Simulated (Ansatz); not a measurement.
# BCCD(T)/STO-3G run of AlClO (SMILES [O]=[Al][Cl])

Aim: the vertical singlet–triplet gap of AlClO at BCCD(T)/STO-3G, from 2 runs. 

The calculation is run with Ansatz 0.2.0.

66 further runs of the same task are left out: 6 that didn't finish, 60 set aside as unsound or not needed.

### Step 1. The system as given

The species is AlClO (3 atoms), meant as a singlet with charge 0. As SMILES, `[O]=[Al][Cl]`. The shape comes from GFN2-xTB, which is rough for such elements, and wasn't checked as a minimum.

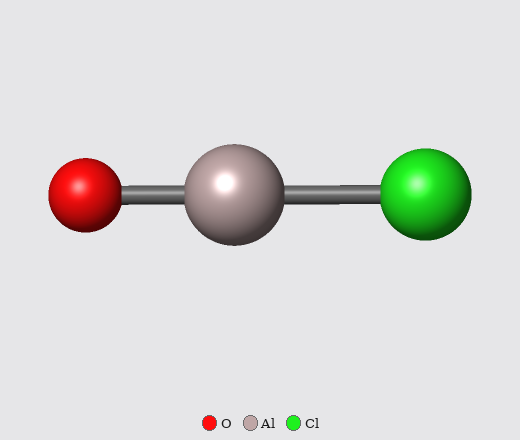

Viewed from a chosen angle; oxygen red, aluminium light grey, chlorine green.

### Step 2. A single-point energy at BCCD(T)/STO-3G

File run.yaml:

```yaml
crystal:
  periodic: [false, false, false]
  atoms:
    - {symbol: O, position_ang: [0.107470, 1.694260, 0.245960]}
    - {symbol: Al, position_ang: [0.009340, 0.147220, 0.021380]}
    - {symbol: Cl, position_ang: [-0.116820, -1.841490, -0.267330]}
basis:
  gaussian:
    orbitals: STO-3G
correlation:
  method: bccd_t
  frozen_orbitals: {Al: 5, Cl: 5, O: 1}
accuracy: high
scf:
  omitted_lower_state_checks: [cluster_reference, increment]
```

Started as:

```sh
$ ansatz run run.yaml --threads 1 --pin off --max-ram 2610MiB --events-out events.jsonl --progress --plain --runs-dir runs
```

What it wrote, cut to the lines that bear on the results:

```text
Warning: RAYON_NUM_THREADS=1 ignored (pool sized by the plan → 1); use --threads N
Functional definition: HF
  name "HF"
[...]
396 factors; integrals over basis functions are off by at most 1.7e-8 eV
[...]
mean field -20883.03258244 eV, -767.4372923768 hartree, gradient 1.1e-8 eV, S^2 0.000000; 0 other end points of the search recorded, 0 dependent functions left out
11 core orbitals not correlated: weight in the atoms' cores, before any rotation towards them, 0.999 or more for the frozen orbitals, at most 0.000 for the correlated occupied ones
reference -20883.03258244 eV, -767.4372923768 hartree; 8, 8 occupied and 4, 4 virtual orbitals, 396 factors
second order -3.20131935 eV of doubles, -0.00000000 eV of singles
cycle   1  -2.06523138 eV  change     1.1e0 eV  update   2.1e-1
[...]
cycle  21  -3.05717515 eV  change   1.4e-10 eV  update   1.1e-9
perturbative correction -0.66948032 eV, -0.0246029478 hartree
Total energy: -20886.75923791 eV, -767.5742444392 hartree
Checks for a lower state left out: cluster_reference, increment
```

Run time: 0.24 s. Hardware: 1 thread of Arm Neoverse V2, shared host.

### Step 3. The triplet, same level

File job.yaml:

```yaml
crystal:
  periodic: [false, false, false]
  atoms:
    - {symbol: O, position_ang: [0.107470, 1.694260, 0.245960]}
    - {symbol: Al, position_ang: [0.009340, 0.147220, 0.021380]}
    - {symbol: Cl, position_ang: [-0.116820, -1.841490, -0.267330]}
basis:
  gaussian: {orbitals: STO-3G}
magnetization: {spin_polarized: true, initial_magnetization: 2}
correlation: {method: bccd_t, frozen_orbitals: {Al: 5, Cl: 5, O: 1}}
accuracy: high
scf: {omitted_lower_state_checks: [cluster_reference, increment]}
```

Started as:

```sh
$ ansatz run job.yaml --threads 1 --pin off --max-ram 2610MiB --events-out events.jsonl --progress --plain --runs-dir runs
```

What it wrote:

```text
Warning: RAYON_NUM_THREADS=1 ignored (pool sized by the plan → 1); use --threads N
[... 16 lines left out ...]
11 core orbitals not correlated: weight in the atoms' cores, before any rotation towards them, 0.999 or more for the frozen orbitals, at most 0.000 for the correlated occupied ones
[... 34 lines left out ...]
Total energy: -20882.69238229 eV, -767.4247902519 hartree
Checks for a lower state left out: cluster_reference, increment
```

Run time: 1.1 s. Hardware: 1 thread of Arm Neoverse V2, shared host; peak memory 0.091 GiB.

### Step 4. Results

Level: BCCD(T)/STO-3G, 11 core orbitals frozen.

| quantity | value |
| --- | --- |
| singlet: total energy | -767.57424 Eh |
| singlet: correlation energy (11 core orbitals frozen) | -137.0 mEh |
| singlet: (T) correction | -24.60 mEh |
| triplet: total energy | -767.42479 Eh |
| triplet: correlation energy (11 core orbitals frozen) | -52.3 mEh |
| triplet: (T) correction | -5.07 mEh |
| triplet: ⟨S²⟩ of the reference determinant | 2.008 |
| vertical energy of the triplet above the singlet | 4.067 eV |

At this shape the triplet lies 4.07 eV (392 kJ/mol) above the singlet. In a minimal basis such a difference can be off by several eV, whatever the method. The triples (singlet) make up 18.0 % of the correlation energy. The triples (triplet) make up 9.7 % of the correlation energy.
